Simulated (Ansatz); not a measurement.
# SiH2 (triplet): one geometry, many settings at distance H1–H2 along a hydrogen transfer = 1.067 Å

What do other methods and options give for SiH2 (triplet) at this geometry, and how long do they take?

The runs use Ansatz 0.2.0, Gaussian basis; the settings change from run to run.

8 further runs of the same task are left out: 7 that didn't finish, 1 set aside as unsound or not needed.

### 1 What is computed

The geometry derives from fragments relaxed apart (PBE0/def2-TZVP) and kept rigid, so it is no stationary point. A hydrogen atom is moved between rigid fragments.

3 atoms, charge 0, spin multiplicity 3.

Atoms are counted from 1 here; the program's logs count them from 0.

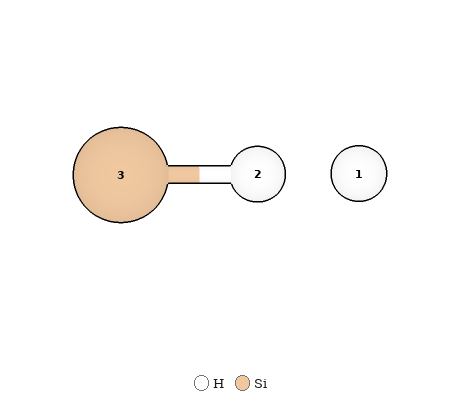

The structure; hydrogen white, silicon light orange; atoms are numbered from 1 in the order of the file.

### 2 MRCISD+Q(relaxed)(4,6)/cc-pVDZ

in.yaml

```yaml
crystal:
  periodic: [false, false, false]
  atoms:
    - {symbol: H, position_ang: [0.000000, 0.000000, -1.191333]}
    - {symbol: H, position_ang: [0.000000, 0.000000, -0.124333]}
    - {symbol: Si, position_ang: [0.000000, 0.000000, 1.315667]}
basis:
  gaussian: {orbitals: cc-pVDZ, fitting: {mean_field: def2-universal-jkfit}, point_charges: [{charge: -1.00, position_ang: [4.562, 0.101, 0.703]}]}
magnetization: {spin_polarized: false, initial_magnetization: 2}
correlation: {method: fic_mrcisd_q_relaxed, electrons: valence, active_space: {window: {electrons: 4, orbitals: 6}}}
```

The run is started by

```bash
$ ansatz run in.yaml --threads 1 --pin off --events-out ev --progress --plain --max-ram 2393MiB
```

The program printed (excerpt; [...] marks lines left out):

```text
Functional definition: HF
  name "HF"
  cite "Fock, Z. Phys. 61, 126 (1930) doi:10.1007/BF01340294"
  parent pbe
[...]
164 factors; integrals over basis functions are off by at most 3.7e-1 eV
[...]
mean field -7888.62886648 eV, -289.9017637383 hartree, gradient 2.8e-6 eV, S^2 2.000000; 7 other end points of the search recorded, 0 dependent functions left out
reference -7888.62886648 eV, -289.9017637383 hartree; 9, 7 occupied and 19, 21 virtual orbitals, 164 factors
state -7889.56627382 eV, -289.9362128226 hartree
contracted CI cycle   1: correlation 0.00000000 eV, 0.0000000000 hartree, residual 1.02e1 eV
contracted CI cycle   2: correlation -1.95514527 eV, -0.0718502634 hartree, residual 1.84e0 eV
contracted CI cycle   3: correlation -2.04295679 eV, -0.0750772773 hartree, residual 6.88e-1 eV
contracted CI cycle   4: correlation -2.05648138 eV, -0.0755742969 hartree, residual 3.33e-1 eV
contracted CI cycle   5: correlation -2.06044625 eV, -0.0757200031 hartree, residual 1.72e-1 eV
contracted CI cycle   6: correlation -2.06140470 eV, -0.0757552256 hartree, residual 7.87e-2 eV
contracted CI cycle   7: correlation -2.06158481 eV, -0.0757618445 hartree, residual 3.85e-2 eV
contracted CI cycle   8: correlation -2.06164588 eV, -0.0757640887 hartree, residual 2.73e-2 eV
contracted CI cycle   9: correlation -2.06168428 eV, -0.0757654998 hartree, residual 2.47e-2 eV
contracted CI cycle  10: correlation -2.06171977 eV, -0.0757668041 hartree, residual 2.26e-2 eV
contracted CI cycle  11: correlation -2.06173839 eV, -0.0757674883 hartree, residual 1.31e-2 eV
contracted CI cycle  12: correlation -2.06174328 eV, -0.0757676679 hartree, residual 5.26e-3 eV
contracted CI cycle  13: correlation -2.06174396 eV, -0.0757676930 hartree, residual 1.70e-3 eV
contracted CI cycle  14: correlation -2.06174404 eV, -0.0757676960 hartree, residual 6.99e-4 eV
state -7889.56627382 eV, -289.9362128226 hartree; corrected -7891.74090796 eV, -290.0161291533 hartree
Total energy: -7891.74090796 eV, -290.0161291533 hartree
```

It took 0.87 s on 1 thread of Arm Neoverse V2, shared host.

From the report: 225 determinants; active occupations 1.92, 1.00, 1.00, 0.05, 0.02, 0.01.

### 3 MRCISD+Q(2,5)/6-31++G**

in.yaml

```yaml
crystal:
  periodic: [false, false, false]
  atoms:
    - {symbol: H, position_ang: [0.000000, 0.000000, -1.191333]}
    - {symbol: H, position_ang: [0.000000, 0.000000, -0.124333]}
    - {symbol: Si, position_ang: [0.000000, 0.000000, 1.315667]}
basis:
  gaussian: {orbitals: "6-31++G**"}
magnetization: {spin_polarized: false, initial_magnetization: 2}
correlation: {method: fic_mrcisd_q, electrons: outside_noble_gas, active_space: {window: {electrons: 2, orbitals: 5}}}
```

The command is unchanged.

The program printed (excerpt; [...] marks lines left out):

```text
Functional definition: HF
  name "HF"
  cite "Fock, Z. Phys. 61, 126 (1930) doi:10.1007/BF01340294"
  parent pbe
[...]
305 factors; integrals over basis functions are off by at most 1.8e-3 eV
[...]
mean field -7887.98465939 eV, -289.8780895646 hartree, gradient 8.4e-6 eV, S^2 2.000000; 5 other end points of the search recorded, 0 dependent functions left out
reference -7887.98465939 eV, -289.8780895646 hartree; 9, 7 occupied and 26, 28 virtual orbitals, 305 factors
state -7888.01660914 eV, -289.8792636962 hartree
contracted CI cycle   1: correlation 0.00000000 eV, 0.0000000000 hartree, residual 1.18e1 eV
contracted CI cycle   2: correlation -2.47949207 eV, -0.0911196529 hartree, residual 2.34e0 eV
contracted CI cycle   3: correlation -2.62155409 eV, -0.0963403359 hartree, residual 8.80e-1 eV
contracted CI cycle   4: correlation -2.64203121 eV, -0.0970928561 hartree, residual 3.25e-1 eV
contracted CI cycle   5: correlation -2.64446594 eV, -0.0971823309 hartree, residual 1.10e-1 eV
[...]
contracted CI cycle   7: correlation -2.93718230 eV, -0.1079394585 hartree, residual 1.73e-2 eV
contracted CI cycle   8: correlation -2.93718902 eV, -0.1079397055 hartree, residual 5.20e-3 eV
contracted CI cycle   9: correlation -2.93718980 eV, -0.1079397343 hartree, residual 1.79e-3 eV
contracted CI cycle  10: correlation -2.93718988 eV, -0.1079397371 hartree, residual 4.92e-4 eV
contracted CI cycle  11: correlation -2.93718988 eV, -0.1079397373 hartree, residual 1.40e-4 eV
state -7887.72145474 eV, -289.8684169722 hartree; corrected -7890.97049692 eV, -289.9878170699 hartree
state -7887.72145474 eV, -289.8684169722 hartree; corrected -7890.97049692 eV, -289.9878170699 hartree
the orbitals are reached from a further start. From the first start the search ends at -7888.01660914 eV, -289.8792636962 hartree
WARN: 1 active orbitals are nearly empty or full. The corrections depend on them more than the energy does, and are more stable in an active space without them
WARN: the results are in doubt because another end's mean lies 0.295 eV lower, and its corrected mean 0.101 eV higher
Total energy: -7890.97049692 eV, -289.9878170699 hartree
In doubt: another end's mean lies 0.295 eV lower, and its corrected mean 0.101 eV higher
```

It took 1.8 s on 1 thread of Arm Neoverse V2, shared host.

From the report: 6 determinants; active occupations 1.00, 1.00, 0.00, 0.00, 0.00. Mind the lines of doubt at the end of the log.

### 4 CASSCF(2,7)/cc-pVDZ

in.yaml

```yaml
crystal:
  periodic: [false, false, false]
  atoms:
    - {symbol: H, position_ang: [0.000000, 0.000000, -1.191333]}
    - {symbol: H, position_ang: [0.000000, 0.000000, -0.124333]}
    - {symbol: Si, position_ang: [0.000000, 0.000000, 1.315667]}
basis:
  gaussian: {orbitals: cc-pVDZ}
magnetization: {spin_polarized: false, initial_magnetization: 2}
correlation: {active_space: {window: {electrons: 2, orbitals: 7}}}
```

Launched as before.

The program printed:

```text
Functional definition: HF
  name "HF"
  cite "Fock, Z. Phys. 61, 126 (1930) doi:10.1007/BF01340294"
  parent pbe
  exchange = exact_x
  correlation = 0
273 factors; integrals over basis functions are off by at most 9.2e-4 eV
mean field evaluation 1: about -7887.7164 eV, gradient 7.6e0 eV
mean field evaluation 2: about -7887.7171 eV, gradient 7.6e0 eV
mean field evaluation 4: about -7888.1199 eV, gradient 4.9e-1 eV
mean field evaluation 8: about -7888.1215 eV, gradient 7.5e-5 eV
mean field evaluation 16: about -7888.3865 eV, gradient 2.4e-5 eV
mean field evaluation 32: about -7888.3865 eV, gradient 2.3e-6 eV
mean field -7888.38651300 eV, -289.8928574124 hartree, gradient 1.8e-6 eV, S^2 2.000000; 5 other end points of the search recorded, 0 dependent functions left out
reference -7888.38651300 eV, -289.8928574124 hartree; 9, 7 occupied and 19, 21 virtual orbitals, 273 factors
state -7888.44905740 eV, -289.8951558768 hartree
Total energy: -7888.44905740 eV, -289.8951558768 hartree
```

Run time: 1.8 s. Hardware: 1 thread of Arm Neoverse V2, shared host.

From the report: 49 determinants; active occupations 1.00, 1.00, 0.00, 0.00, 0.00, 0.00, 0.00.

### 5 CCSDTQ on UHF/STO-3G

in.yaml

```yaml
crystal:
  periodic: [false, false, false]
  atoms:
    - {symbol: H, position_ang: [0.000000, 0.000000, -1.191333]}
    - {symbol: H, position_ang: [0.000000, 0.000000, -0.124333]}
    - {symbol: Si, position_ang: [0.000000, 0.000000, 1.315667]}
basis:
  gaussian: {orbitals: STO-3G}
magnetization: {spin_polarized: true, initial_magnetization: 2}
correlation: {method: ccsdtq, electrons: outside_noble_gas}
```

The command is unchanged.

The program printed (excerpt; [...] marks lines left out):

```text
Functional definition: HF
  name "HF"
  cite "Fock, Z. Phys. 61, 126 (1930) doi:10.1007/BF01340294"
  parent pbe
[...]
159 factors; integrals over basis functions are off by at most 3.6e-8 eV
[...]
mean field -7796.21473138 eV, -286.5056069141 hartree, gradient 6.0e-6 eV, S^2 2.026910; 7 other end points of the search recorded, 0 dependent functions left out
determinant -7796.21473138 eV, -286.5056069141 hartree, with singles and doubles -7797.16370947 eV, -286.5404812158 hartree
determinant -7795.53727991 eV, -286.4807110317 hartree, with singles and doubles -7796.73578002 eV, -286.5247550983 hartree
determinant -7796.21473138 eV, -286.5056069141 hartree, with singles and doubles -7797.16406290 eV, -286.5404942041 hartree
determinant -7795.53727991 eV, -286.4807110317 hartree, with singles and doubles -7796.77404202 eV, -286.5261612008 hartree
5 core orbitals not correlated: weight in the atoms' cores, before any rotation towards them, 1.000 or more for the frozen orbitals, at most 0.000 for the correlated occupied ones
reference -7796.21473138 eV, -286.5056069141 hartree; 4, 2 occupied and 2, 4 virtual orbitals, 159 factors
second order -0.53477254 eV of doubles, -0.00000000 eV of singles
cycle   1  -0.74961048 eV  change   -2.1e-1 eV  update   4.9e-2
[...]
cycle  12  -0.95441562 eV  change   -2.4e-7 eV  update   3.5e-7
Total energy: -7797.16914700 eV, -286.5406810412 hartree
```

Run time: 2.9 s. Hardware: 1 thread of Arm Neoverse V2, shared host.

From the report: ⟨S²⟩ of the determinant 2.027 (pure triplet: 2.00); correlation -0.9544 eV; T1 0.013; largest double amplitude 0.10.

### 6 The runs in one table

Where basis and cores are those of an earlier FCI/cc-pVDZ run (-7891.6315 eV), and the state is the same kind, the miss against it is given. † marks a result that the program doubts.

```csv
level,correlated,functions,energy (eV),from FCI (meV),time
"MRCISD+Q(relaxed)(4,6)/cc-pVDZ (beside a point charge)",valence,28,-7891.7409,,0.87 s
"MRCISD+Q(2,5)/6-31++G** †",outside noble gas,35,-7890.9705,,1.8 s
"CASSCF(2,7)/cc-pVDZ",,28,-7888.4491,3182.5,1.8 s
CCSDTQ on UHF/STO-3G,outside noble gas,11,-7797.1691,,2.9 s
```

### 7 What came out

| quantity | value |
| --- | --- |
| runs | 4 |
| quickest | MRCISD+Q(relaxed)(4,6)/cc-pVDZ (beside a point charge), 0.87 s |
| slowest | CCSDTQ on UHF/STO-3G, 2.9 s |

Total energies in different bases, with other cores or another treatment of relativity can't be set against each other. CCSDTQ on UHF/STO-3G took 3 times as long as MRCISD+Q(relaxed)(4,6)/cc-pVDZ (beside a point charge); the jobs differ in more than the method. Hartree-Fock, CASSCF and CASCI lack dynamic correlation by design.
